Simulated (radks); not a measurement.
The neutral cobalt atom in the configuration [Ar] 3d7 4s2 (high spin). It sits in a hard spherical wall of radius 4 bohr. The calculation used the in-house radial solver radks at this level: non-relativistic Kohn-Sham, r2SCAN, spin-polarised, spherical densities, point nucleus.

```
Z 27
configuration [Ar] 3d7 4s2 4p0 5s0 4d0
relativity non-relativistic
functional r2scan,r2scan
spin polarised
nucleus point
wall 4 bohr
```

The run was one of a batch (task.json lists them), launched with:
```bash
python run_ks.py task.json out
```

Wanted: the number of electrons inside radius r (solid) and the radial density 4πr²ρ (dashed).

The count levels off at 27 electrons. Half of them lie within 0.593 bohr, 90 % within 1.68 bohr and 99 % within 3.00 bohr. The radial density has minima at 0.0860 and 0.419 bohr, where the count stands at 2.1 and 10.7; these part the shells that the density resolves.

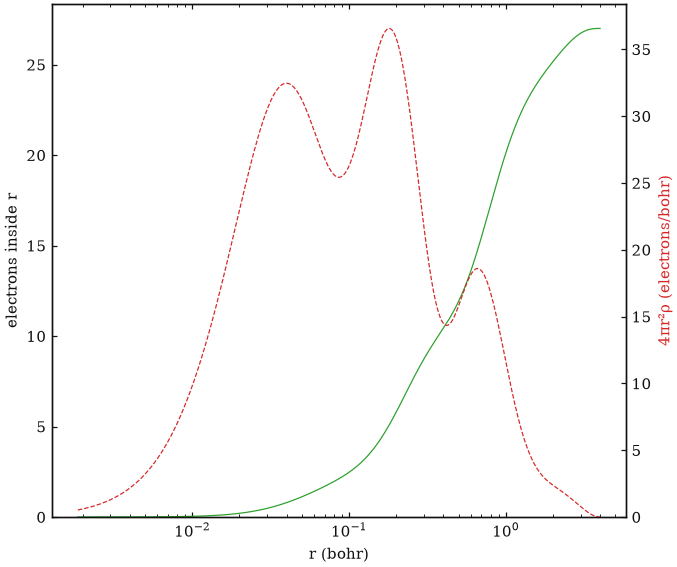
